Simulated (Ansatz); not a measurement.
```xyz
10

Ge   -0.9277   -0.9510   -0.0160
O     2.4919   -0.0635   -0.1066
H    -0.1651   -1.7338    1.0580
H    -2.4258   -1.2973    0.0548
H    -0.3920   -1.2954   -1.4114
H     1.9786    0.7298    0.0836
P    -0.5572    1.3152    0.3433
H     2.9532    0.1266   -0.9264
H    -1.5576    1.7566   -0.5604
H    -1.3981    1.4130    1.4811
```

The product side of a reaction path; geometry: PBE0-D4/def2-TZVP.

Level of theory: RKS PBE0-D4/def2-TZVPP in Ansatz.

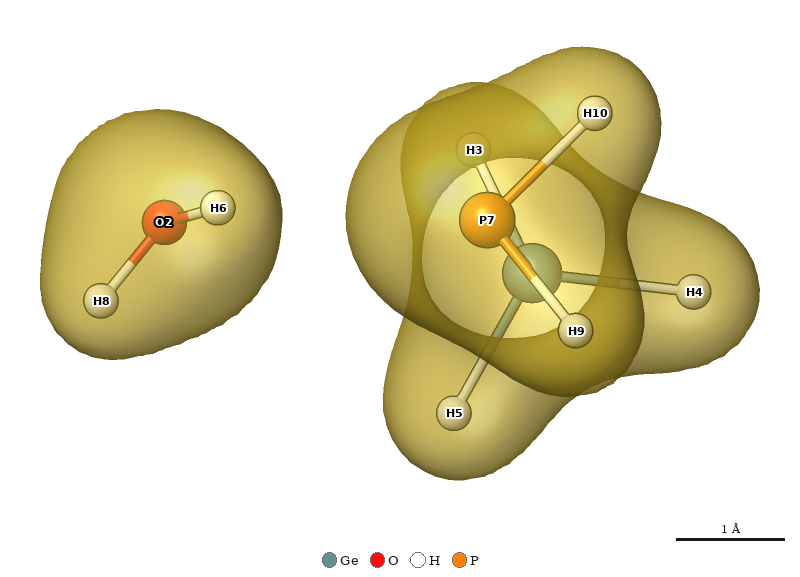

GeH5P···H2O. Isosurface of the total electron density at 0.2 e/Å³ (yellow), seen from one side.

> Which contacts does the surface bridge?

At this value the surface falls into two separate pieces. It bridges the sampled Ge–P (2.32 Å), O–H (0.96 Å) and P–H (1.42 Å) contacts, where the density stays above the isovalue. It is pinched off along the sampled P···H (2.62 Å) contacts. On the grid the lowest density along these lines, outside the cores, is 0.09 e/Å³ (P···H, 2.62 Å), 0.65 e/Å³ (Ge–P, 2.32 Å), 2.5 e/Å³ (O–H, 0.96 Å) and 1.1 e/Å³ (P–H, 1.42 Å).
